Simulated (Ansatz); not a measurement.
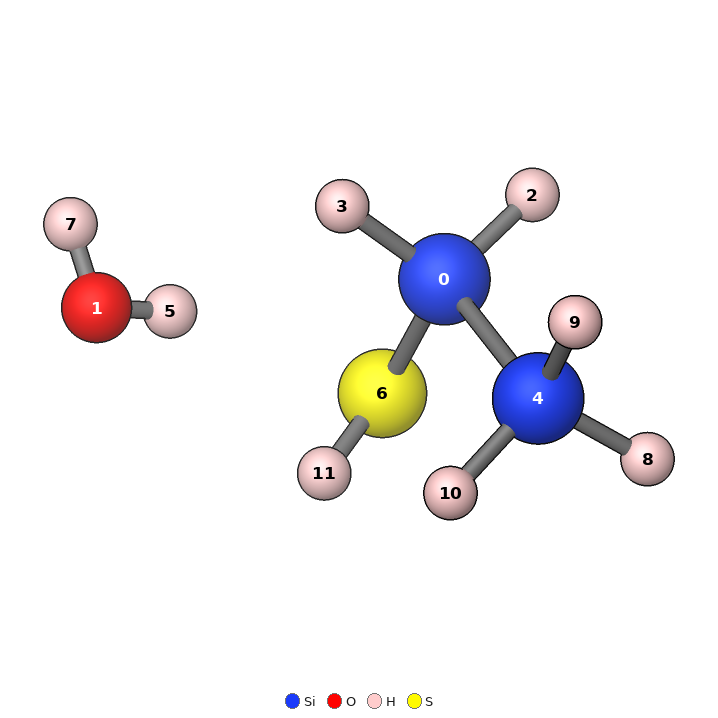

The structure as it stands in the input. Atoms are numbered from 0, in the order of the input.

Ansatz 0.2.0 input:

```yaml
crystal:
  periodic: [false, false, false]
  atoms:
    - {symbol: Si, position_ang: [-0.799677, -0.546813, -0.058671]}
    - {symbol: O, position_ang: [2.898610, -1.121119, 1.027964]}
    - {symbol: H, position_ang: [-1.809997, -1.587375, -0.381568]}
    - {symbol: H, position_ang: [-0.265268, -0.810817, 1.303483]}
    - {symbol: Si, position_ang: [-1.692791, 1.606028, -0.228000]}
    - {symbol: H, position_ang: [2.353392, -1.401280, 0.282903]}
    - {symbol: S, position_ang: [0.725270, -0.829470, -1.554149]}
    - {symbol: H, position_ang: [2.827515, -1.828593, 1.671911]}
    - {symbol: H, position_ang: [-2.343616, 1.771715, -1.553623]}
    - {symbol: H, position_ang: [-2.691382, 1.849074, 0.847667]}
    - {symbol: H, position_ang: [-0.589570, 2.595697, -0.099610]}
    - {symbol: H, position_ang: [1.387413, 0.302953, -1.258406]}
basis:
  gaussian: {orbitals: STO-3G}
hamiltonian: {xc: pbe, dispersion: d4}
```

Command:

```sh
ansatz run in.yaml --threads 4 --pin off --events-out ev --progress --plain --max-ram 9574MiB
```

Result:

```
Functional definition: PBE
  name "PBE"
  cite "Perdew, Burke & Ernzerhof, Phys. Rev. Lett. 77, 3865 (1996) doi:10.1103/PhysRevLett.77.3865"
  parent pbe
  parameter kappa = 0.804
  parameter beta = 0.06672455060314922
  exchange = pbe_x(kappa = kappa, mu = beta*pi^2/3)
  correlation = pbe_c(beta = beta)
459 factors; integrals over basis functions are off by at most 3.7e-5 eV
mean field evaluation 1: about -28416.8208 eV, gradient 2.5e1 eV
mean field evaluation 2: about -28416.3810 eV, gradient 2.7e1 eV
mean field evaluation 4: about -28419.0745 eV, gradient 9.4e-1 eV
mean field evaluation 8: about -28419.0200 eV, gradient 5.2e-3 eV
mean field -28419.01995956 eV, -1044.3797204102 hartree, gradient 3.8e-5 eV, S^2 0.000000; 0 other end points of the search recorded, 0 dependent functions left out
reference -28419.01998513 eV, -1044.3797213499 hartree; 30, 30 occupied and 10, 10 virtual orbitals, 459 factors
Total energy: -28419.27146065 eV, -1044.3889629049 hartree
```
